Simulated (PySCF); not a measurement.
Input file:

```
{"job": {"kind": "sp", "xc": "wB97X", "basis": "def2-TZVP", "d3": "d3bj", "grid": 2}, "charge": 0, "multiplicity": 1}
C      2.090957     0.285342    -0.138391
C      0.863904    -0.168774    -0.166111
C     -0.366326    -0.619739    -0.191787
C     -1.580575     0.151195     0.233330
H      2.725127     0.158878     0.746186
H      2.525476     0.806347    -0.998835
H     -0.523599    -1.645033    -0.553883
H     -2.297109     0.244274    -0.599224
H     -2.106075    -0.365734     1.053050
H     -1.315989     1.161038     0.575555
```

Launched as:

```sh
OMP_NUM_THREADS=1 python redox_run.py task.json out
```

Geometry: PBE0-D3(BJ)/def2-SVP.

These are results of PySCF 2.14.0, density-fitted response routines, DFT single point, gas phase, functional wB97X, not measurements.

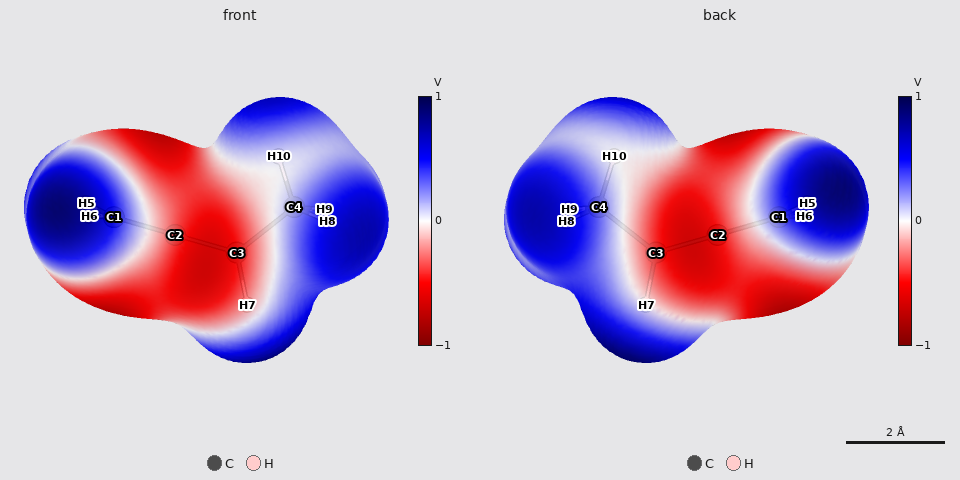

C4H6 (SMILES C=C=CC). The electrostatic potential painted on the density surface at 0.002 e/bohr³, seen from the front and from behind; the colour scale runs from red (negative) to blue (positive).

### Which sites attract a positive test charge, and which a negative one?

A positive charge is drawn to the negative regions and a negative charge to the positive ones. The most negative region (about −0.7 V, or −16 kcal/mol for a unit charge) lies over the π face of C1 and C2, the most positive (about +0.9 V, or +21 kcal/mol for a unit charge) over H5, H6 and H7.

### What dipole moment does the calculation give?

Its dipole moment is 0.44 D.
